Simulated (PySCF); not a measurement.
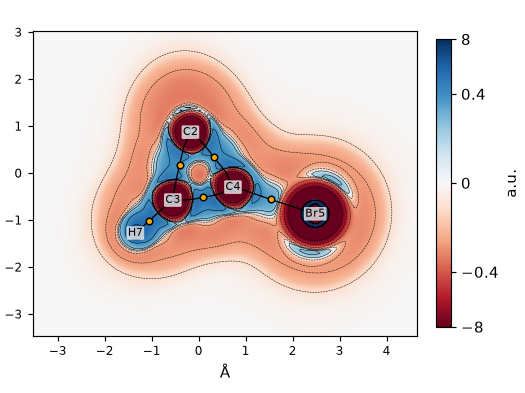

Figure 1: C3H2BrF, SMILES `FC1C=C1Br`. Negative Laplacian of the density (−∇²ρ) in the plane of C2, C3, C4, Br5 and H7 (blue positive, red negative, colour scale in a.u., logarithmic beyond ±0.04), with bond paths and bond critical points (dots).

PySCF calculation, TPSSh/def2-SVP, gas phase; geometry: GFN2-xTB. No frequency check shows the geometry to be a minimum. GFN2-xTB bond lengths at metals and heavier atoms can be off by up to 0.1 Å and shapes distorted, which carries into these values.

The calculation's input:

```python
import numpy as np
from pyscf import gto, scf, dft
from pyscf.scf import atom_ks, atom_hf
from scipy.linalg import block_diag

def solve(mol, dm0=None, hcore=None):
    mf = (dft.UKS if mol.spin else dft.RKS)(mol, xc='tpssh')
    mf.grids.level = 3
    mf = mf.density_fit(auxbasis='def2-universal-jkfit')
    mf.conv_tol, mf.max_cycle = 1e-8, 80
    if hcore is not None:
        mf.get_hcore = lambda *args: hcore
    mf.kernel(dm0)
    if not mf.converged:
        mf = mf.newton().run(mf.mo_coeff, mf.mo_occ, max_cycle=30)
    assert mf.converged, 'SCF not converged'
    return mf

mol = gto.M(atom='''
F      2.45572    -0.91737    -0.30057
C      1.78594     0.00335     0.47003
C      1.35259     1.28218    -0.16846
C      0.41744     0.39682     0.06851
Br    -1.34940    -0.11313    -0.01241
H      2.12453    -0.08864     1.49559
H      1.66698     2.21060    -0.57666
''', basis='def2-svp', charge=0, spin=0, verbose=4)
mf = solve(mol)
mf.analyze()
# spherically averaged free atoms, for the promolecule
atm = atom_ks.get_atm_nrks(mol, xc='tpssh')
pro = block_diag(*[(atm[a[0]][2] * atm[a[0]][3]) @ atm[a[0]][2].T for a in mol._atom])
np.savez('result.npz', e=mf.e_tot, c=mf.mo_coeff, occ=mf.mo_occ, eps=mf.mo_energy, pro=pro, dip=mf.dip_moment(verbose=0), s2=mf.spin_square()[0])
```

Run with:

```sh
OMP_NUM_THREADS=1 python input.py
```

The run took 18 s on 1 thread of Arm Neoverse V2 (shared host), peak memory 0.44 GiB.

Partitions, critical points and surface values were worked out afterwards from this run's density.

Q: Sort the bonds in the plane by the sign of ∇²ρ at their critical points.

A: Concentrated (∇²ρ < 0): C3–C4 (−0.73 a.u.); C3–H7 (−1.16 a.u.); C2–C4 (−0.38 a.u.); C2–C3 (−0.36 a.u.); C4–Br5 (−0.20 a.u.). At none is it depleted.

Q: Where along C3–H7 does the critical point lie?

A: 0.68 Å from C3 and 0.38 Å from H7.
